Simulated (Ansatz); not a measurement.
## SiClOF2: frequency calculation

System: SiClOF2, multiplicity 2, SMILES [O][Si](F)(F)Cl.
Method: HF/3-21G, UHF (Ansatz 0.2.0).

The geometry was optimised with HF/3-21G. Figures and captions count atoms from 1; the log counts them from 0 in places.

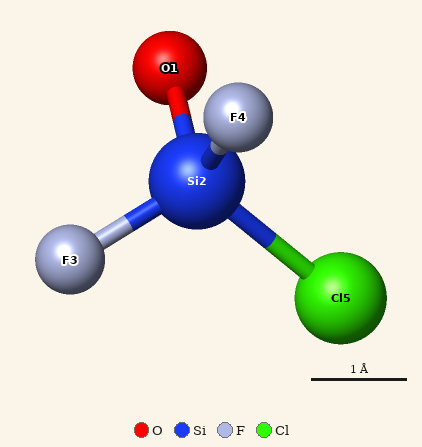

**Figure 1.** The input geometry (ball-and-stick view, seen at a tilt; atoms are numbered from 1 in the order of the input). Bond lengths as drawn: Cl–Si 2.10 Å, F–Si 1.60 Å and O–Si 1.70 Å.

### Input
```yaml
crystal:
  periodic: [false, false, false]
  atoms:
    - symbol: O
      position_ang: [-0.142181, 0.003628, 1.685886]
    - symbol: Si
      position_ang: [0.067063, -0.087174, 0.003573]
    - symbol: F
      position_ang: [-0.384224, -1.519366, -0.538255]
    - symbol: F
      position_ang: [1.608726, 0.077677, -0.376575]
    - symbol: Cl
      position_ang: [-1.099484, 1.451534, -0.816028]
basis:
  gaussian: {orbitals: 3-21G.json}
magnetization: {spin_polarized: true, initial_magnetization: 1}
hamiltonian: {xc: hf}
phonons: {temperatures: {t_min: 298.15, t_max: 298.15, t_step: 1}}
```

Machine: 1 thread of Arm Neoverse V2, 112 GiB of memory available, shared host.

Command:
```bash
ansatz run run.yaml --threads 1 --pin off --max-ram 3480MiB --events-out events.jsonl --progress --plain --runs-dir runs
```

### The program's output
```
Functional definition: HF
  name "HF"
  exchange = exact_x
  correlation = 0
599 factors; integrals over basis functions are off by at most 1.1e-4 eV
mean field evaluation 1: about -27672.1301 eV, gradient 2.7e1 eV
mean field evaluation 2: about -27672.1362 eV, gradient 2.7e1 eV
mean field evaluation 4: about -27676.8825 eV, gradient 3.2e0 eV
mean field evaluation 8: about -27677.1200 eV, gradient 3.0e-1 eV
mean field evaluation 16: about -27677.1288 eV, gradient 1.0e-5 eV
mean field evaluation 32: about -27677.0486 eV, gradient 3.1e-2 eV
mean field evaluation 64: about -27677.0667 eV, gradient 1.2e0 eV
mean field -27677.12882897 eV, -1017.1157242328 hartree, gradient 4.7e-6 eV, S^2 0.753598; 4 other end points of the search recorded, 0 dependent functions left out
the calculation of the forces begins
reference -27677.12882897 eV, -1017.1157242328 hartree; 29, 28 occupied and 24, 25 virtual orbitals, 599 factors
these checks for a lower state are left out or cut short: stability, starts, cluster_reference, orbital_swaps, neighbouring_geometries, increment
599 factors; integrals over basis functions are off by at most 1.1e-4 eV
mean field -27677.12882034 eV, -1017.1157239157 hartree, gradient 2.5e-6 eV, S^2 0.753592; 0 other end points of the search recorded, 0 dependent functions left out
[... from here on the field's lines of each further geometry are left out, up to the last ...]
the calculation of the forces begins
reference -27677.12882023 eV, -1017.1157239116 hartree; 29, 28 occupied and 24, 25 virtual orbitals, 599 factors
these checks for a lower state are left out or cut short: stability, starts, cluster_reference, orbital_swaps, neighbouring_geometries, increment
599 factors; integrals over basis functions are off by at most 1.1e-4 eV
mean field -27677.12882021 eV, -1017.1157239109 hartree, gradient 2.5e-6 eV, S^2 0.753598; 0 other end points of the search recorded, 0 dependent functions left out
the calculation of the forces begins
reference -27677.12882021 eV, -1017.1157239109 hartree; 29, 28 occupied and 24, 25 virtual orbitals, 599 factors
Total energy: -27677.12882897 eV, -1017.1157242328 hartree
Atom 0 at    -0.142181     0.003628     1.685886 Å, force     0.000030    -0.000027    -0.000102 eV/Å
Atom 1 at     0.067063    -0.087174     0.003573 Å, force    -0.000057     0.000060     0.000113 eV/Å
Atom 2 at    -0.384224    -1.519366    -0.538255 Å, force    -0.000010    -0.000019    -0.000002 eV/Å
Atom 3 at     1.608726     0.077677    -0.376575 Å, force     0.000021     0.000006     0.000001 eV/Å
Atom 4 at    -1.099484     1.451534    -0.816028 Å, force     0.000017    -0.000021    -0.000009 eV/Å
Dipole moment:     0.048827    -0.063042     0.020858 e Å
Vibrations: 184.43 202.96 318.45 322.66 354.25 554.56 897.88 1082.71 1112.64 cm⁻¹, zero-point energy 0.311853 eV
```

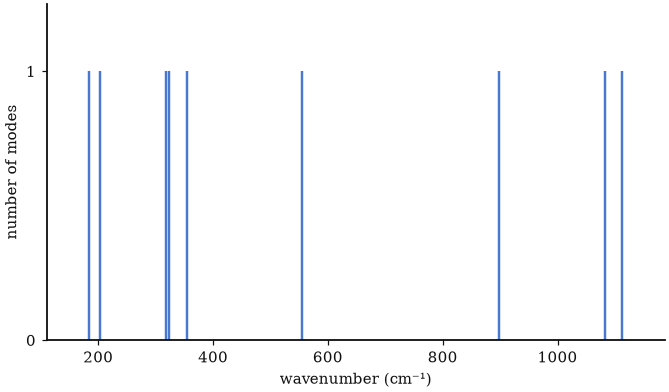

**Figure 2.** Harmonic vibrational wavenumbers from the force constants; neighbouring modes closer than 4 cm⁻¹ are counted in one stick. 9 modes from 184 to 1113 cm⁻¹, none imaginary.

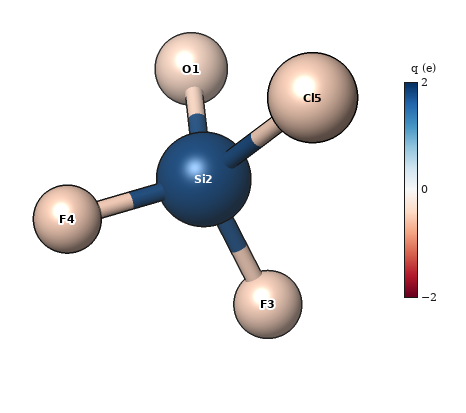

**Figure 3.** Mulliken charges, as the colour of each atom (ball-and-stick view, seen at a tilt; atoms are numbered from 1 in the order of the input; Mulliken charges depend strongly on the basis). By element: O −0.45, Si +1.88, F −0.48 and Cl −0.46 e.

### Summary

```csv
quantity,value
outcome,converged
total energy,−1017.115724 hartree
basis functions,53
largest force,0.000 eV/Å
⟨S²⟩,0.754
zero-point energy,0.011460 hartree
dipole moment,0.40 D
"wavenumbers, lowest and highest",184 and 1113 cm⁻¹
wall time,14 s
peak memory,0.13 GiB
```
